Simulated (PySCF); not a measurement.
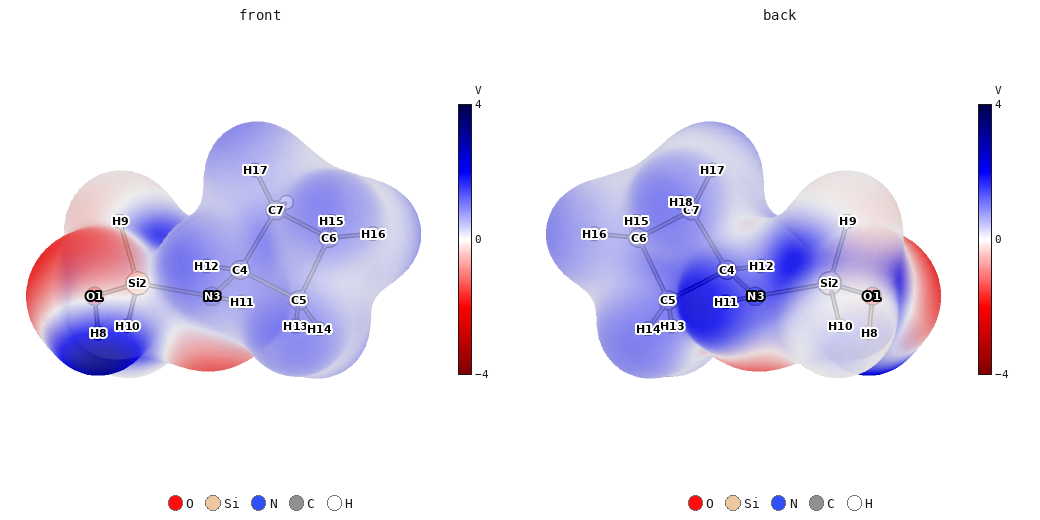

The picture shows: C$_{4}$H$_{11}$NOSi (SMILES O[SiH2]NC1CCC1). The electrostatic potential painted on the density surface at 0.004 e/bohr³, seen from the front and from behind; the colour scale runs from red (negative) to blue (positive).

Geometry: GFN2-xTB.

These are results of PySCF 2.14.0, PBE0/def2-SVPD, SCF density, gas phase, not measurements.

```xyz
18

O     3.0967   -0.1498   -1.0796
Si    2.4220    0.2171    0.3519
N     0.8060   -0.3840    0.3868
C    -0.1620   -0.1121   -0.6340
C    -1.3876   -1.0472   -0.6937
C    -2.2994    0.1830   -0.8158
C    -1.1174    1.0883   -0.4398
H     3.0681   -1.0426   -1.4132
H     2.6105    1.6649    0.3494
H     3.0581   -0.4672    1.4770
H     0.3657   -0.4665    1.2913
H     0.3640   -0.0598   -1.5882
H    -1.4147   -1.7551   -1.5192
H    -1.5296   -1.5880    0.2406
H    -2.6472    0.3487   -1.8330
H    -3.1540    0.2101   -0.1430
H    -0.9411    1.9513   -1.0772
H    -1.1467    1.4150    0.5985
```

Describe the electrostatic potential map.

The most negative region (about −1.7 V, or −39 kcal/mol for a unit charge) lies over O1, the most positive (about +3.2 V, or +74 kcal/mol for a unit charge) over H8. O1 is the likeliest acceptor of a hydrogen bond.

What dipole moment does the calculation give?

Its dipole moment is 1.72 D.
